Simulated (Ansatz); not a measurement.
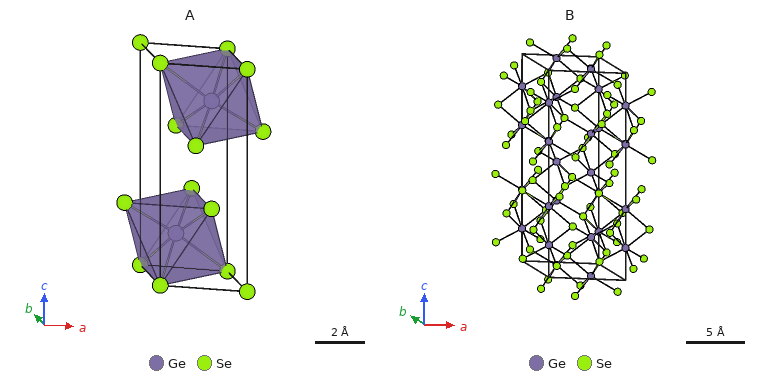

Two structures of Ge2Se3, each relaxed to rest (conventional cells in solid outline, small ones repeated, not to one scale). Method: DFT PBE, scalar-relativistic, plane waves, PAW (Ansatz 0.2.0), without spin polarisation.

Question: Name structures A and B.

Answer: A: 5 atoms a cell on a primitive hexagonal lattice, P-3m1. B: corundum, R-3c.

Question: What is the energy order of the two?

Answer: A is lower, by 109 meV/atom at this level of theory (energies at zero smearing). Volumes: A 23.4, B 24.0 Å³/atom.

One or both may be structure types tried for this composition rather than known phases.
